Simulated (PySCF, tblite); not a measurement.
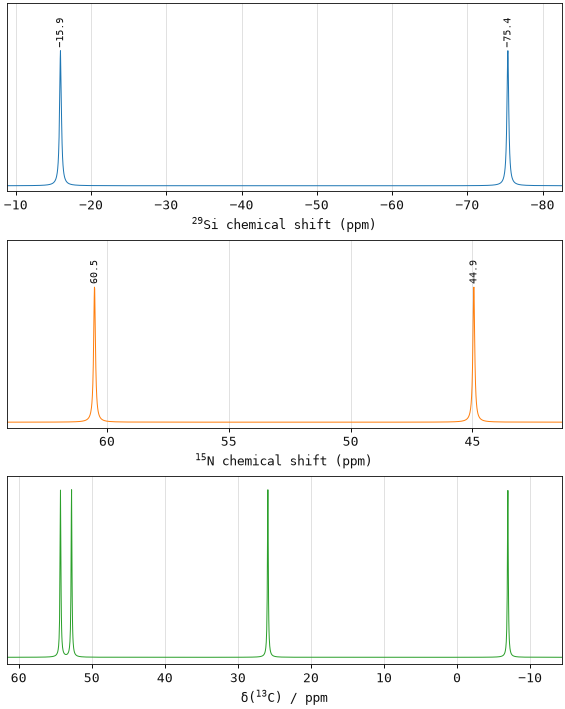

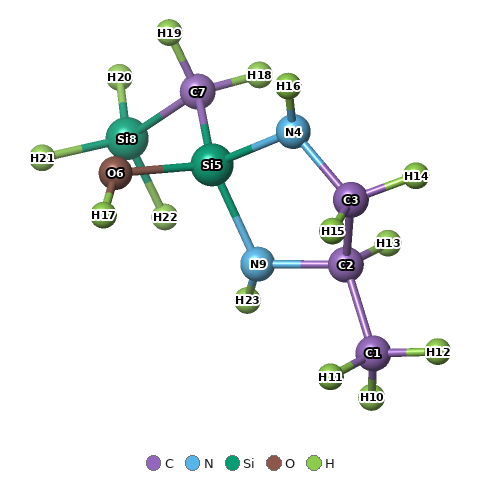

Spectrum and numbered structure of C₄H₁₄N₂OSi₂, SMILES C[C@@H]1CN[Si@@](O)(C[SiH3])N1. GIAO shifts, PBE0/pcSseg-1 with PySCF 2.14.0, at a GFN2-xTB geometry (a minimum by its frequencies), against TMS for ²⁹Si, NH₃ for ¹⁵N and TMS for ¹³C computed at the same level (¹⁵N: a single molecule, while the usual scales start at liquid NH₃ or nitromethane; multiply bonded nitrogen can come out tens of ppm too deshielded). Gas phase, fully decoupled, line heights follow the number of nuclei, widths are arbitrary (no quadrupolar broadening); values of one conformer, averaged over methyl-type rotors and exact or near symmetry; other conformers aren't averaged in.

> Which atoms give which ²⁹Si line?

```tsv
δ (ppm)	nuclei	atoms
−15.9	1	Si5
−75.4	1	Si8
```

> Assign the ¹⁵N signals to the numbered atoms.

```csv
δ (ppm),nuclei,atoms
60.5,1,N9
44.9,1,N4
```

> Assign the ¹³C signals to the numbered atoms.

| δ (ppm) | nuclei | atoms |
| --- | --- | --- |
| 54.3 | 1 | C3 |
| 52.8 | 1 | C2 |
| 25.9 | 1 | C1 |
| −6.9 | 1 | C7 |

The order of signals that lie close, as those under 2 ppm apart, is within the error of the method.

Known limits of this run: the tight-binding geometry is rougher than a DFT one and adds to the error.
